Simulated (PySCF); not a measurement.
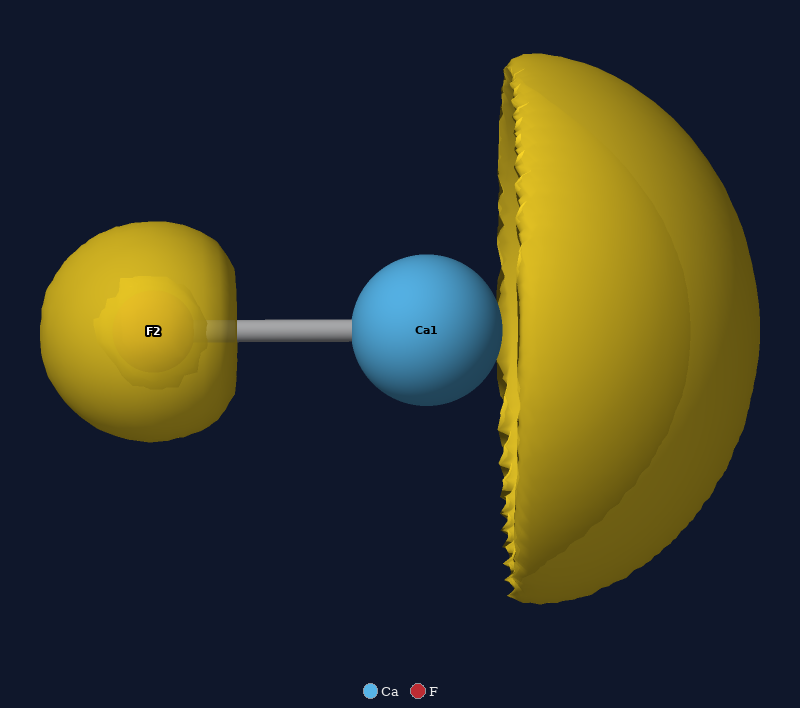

Figure 1: CaF (doublet). Isosurface of the electron localisation function at 0.75 (yellow), seen from one side. Only the valence region is drawn (cores and ρ < 0.01 e/Å³ removed).

The calculation used PySCF 2.14.0, PBE0/x2c-TZVPall, spin-free X2C-1e, Gaussian nucleus, at a bond length of 1.953 Å.

Q: What do the ELF domains correspond to?

A: At this value the surface marks out one region wrapped around Ca (its valence shell) and one region wrapped around F (its valence shell). Along the contacts the grid gives the following. Ca–F (1.95 Å): the ELF is about 0.15 at the midpoint; a closed-shell, largely ionic contact.
